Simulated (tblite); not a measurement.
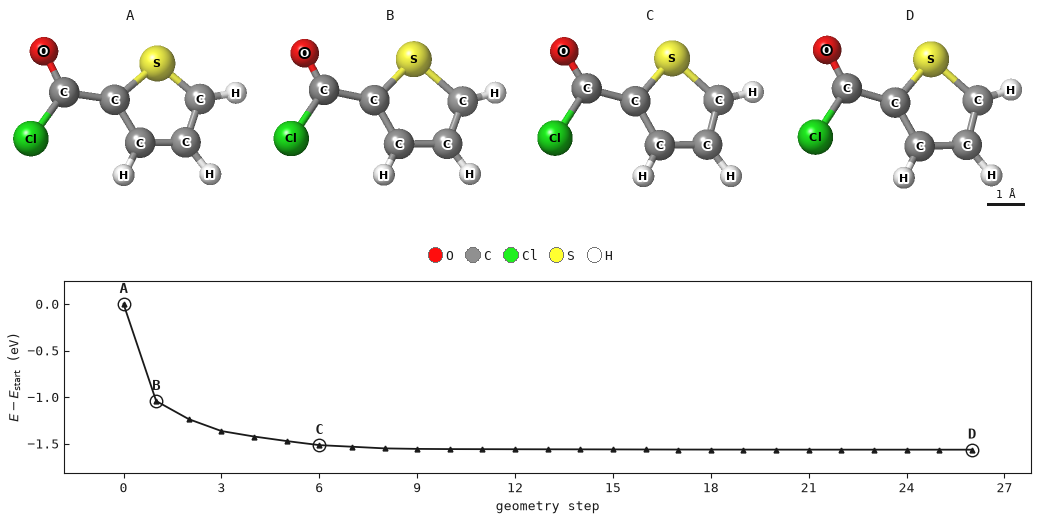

Frames of a relaxation of C5H3ClOS, marked on the history of the run. The picture is a ball-and-stick view, seen at a tilt.

All numbers below come from tblite, GFN2-xTB geometry optimisation, gas phase. 

Q: Describe the path.

A: The atom that moves furthest after the best rigid fit is the S atom (0.21 Å). By element the largest moves are S 0.21 Å, H 0.16 Å, C 0.15 Å, Cl 0.15 Å, O 0.10 Å. Among the contacts that change: C–S 1.524 → 1.707 Å, C–O 1.265 → 1.191 Å, C–C 1.342 → 1.400 Å, C–C 1.478 → 1.435 Å. Bond angles that change, for instance: C–C–S 134.9° → 118.1°, C–C–S 100.4° → 111.3°, Cl–C–C 122.6° → 112.2°. The energy falls by 1.564 eV in 26 geometry steps. Cost: 0.19 s on 1 thread of Arm Neoverse V1 (shared host). From step 0 to 1: the S atom moves most (0.15 Å), energy −1.042 eV. From step 1 to 6: a C atom moves most (0.12 Å), energy −0.473 eV. From step 6 to 26: the O atom moves most (0.10 Å), energy −0.049 eV.
